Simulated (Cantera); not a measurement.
Input: 1 mol MgSO4, a varied amount of H2O, 0.41 mol CO2, held at 1777 °C and 3.60 mbar.

These are equilibrium values from Cantera (NASA tables, ideal gas, pure condensed phases), not measurements of a reactor. Candidate condensed phases: C, C6H6, C7H8, C8H18, H2O, H2SO4, Mg, MgCO3, MgO, Mg(OH)2, MgS, MgSO4, S; 130 gas species. Kinetics and transport are ignored.

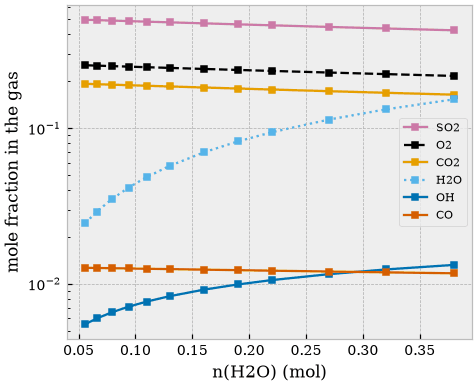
Fig. 1. Equilibrium gas composition (values under 1e-9 drawn at 1e-9)

From 0.056 mol H2O to 0.38 mol H2O the condensed part is MgO(s). The main Mg-bearing gas is Mg throughout.
